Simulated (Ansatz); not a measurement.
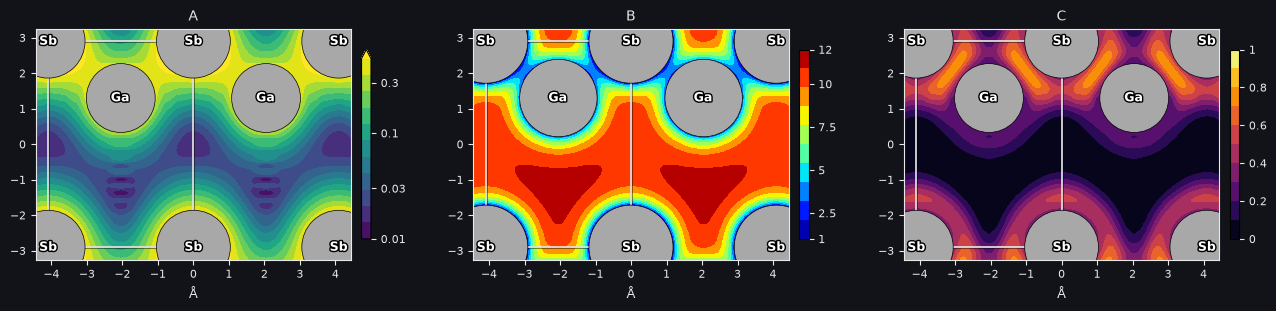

Ga₂SbP: 3 fields on the (100) plane of the conventional cell, with unlabelled colour scales. Grey discs cover the atomic cores.

Space group P-4m2; started from the ordered alloy on zincblende lattice prototype, which need not be the ambient phase.

Theory: Ansatz, DFT, HSE06, plane waves, PAW.

### Which field does each panel show? The fields are: electron localisation function, electrostatic potential energy of an electron and valence pseudo-density.

Panel A: valence pseudo-density. Panel B: electrostatic potential energy of an electron (low next to the atoms, rising into the space between them). Panel C: electron localisation function. From the grid: Ga–Sb (2.60 Å): ρ is about 0.46 e/Å³ halfway; the ELF peaks at about 0.75 between the atoms.
